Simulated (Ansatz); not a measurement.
```xyz
10

Ga   -0.1219   -0.1275   -0.0535
O    -0.1710   -0.5790    1.6865
H    -1.0493   -0.7475    2.0511
O     1.5295   -0.1588   -0.7491
H     2.2136   -0.4150   -0.1161
H    -1.3523    0.1710   -0.9512
P     0.2936    2.9560    1.5376
H     1.6540    2.7612    1.1570
H    -0.2002    2.7263    0.2142
H     0.1148    1.6050    1.9470
```

These are results of RKS B3LYP/def2-mTZVP (Ansatz 0.2.0), not measurements.

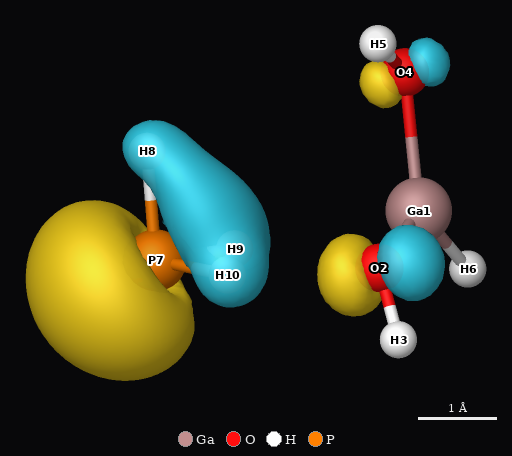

GaH3O2···PH3. One frontier orbital at ±0.15 Å⁻³ᐟ² (yellow and cyan are the two phases), seen at a tilt.

> Which orbital is it: HOMO or LUMO?

The HOMO, at −7.61 eV. It lies mainly on P7 (about 70 %) and O2 (about 10 %); largely a lone pair of P7.
